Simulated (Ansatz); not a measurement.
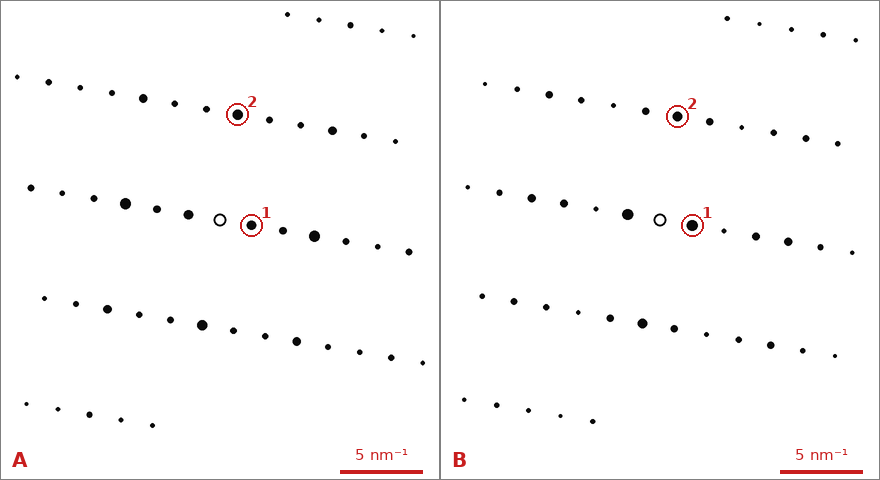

Kinematic electron diffraction patterns (200 kV, B = 0.5 Å², same scale) along [1-10] of the run's own cell, for the start and the end of one relaxation of ReP2 with DFT PBEsol, scalar-relativistic, plane waves, PAW in Ansatz. k mesh 12×12×6. The start is a generated model structure, and the relaxation ends in the nearest stationary point of its symmetry, not necessarily the ground state. Spot 1 is 0 0 -1 and spot 2 is 1 1 0 in both.

Start structure:

```
CELL_PARAMETERS angstrom
3.10559 0.00000 0.00000
-1.55280 2.68952 0.00000
0.00000 0.00000 5.00996
ATOMIC_POSITIONS crystal
Re 0.00000 0.00000 0.00000
P 0.33333 0.66667 0.25200
P 0.66667 0.33333 0.74800
```

Question: Which pattern belongs to the start structure, and which to the relaxed one?

Answer: B is the start: its cell gives d(1) = 5.010 Å, d(2) = 1.553 Å and an angle of 90.0°. A is the relaxed structure, with d(1) = 5.097 Å (+1.7 %), d(2) = 1.524 Å (-1.8 %) and 90.0°.

Question: Name reflections whose intensity changes strongly on relaxation.

Answer: 0 0 2 goes from 1.8 to 22 % of the strongest spot; 0 0 3 goes from 24 to 100 % of the strongest spot; 1 1 -3 goes from 10 to 34 % of the strongest spot.

Question: What did the relaxation do to the structure and the energy?

Answer: The volume changed by -2.0 % to 13.67 Å³ an atom; with the mean shift removed, the atoms moved by up to 0.39 Å relative to the cell (P most); the space group stayed P-3m1 (No. 164); the free energy fell by 990 meV an atom. Relaxed cell: a = 3.048 Å, b = 3.048 Å, c = 5.097 Å, α = 90.00°, β = 90.00°, γ = 120.00°.
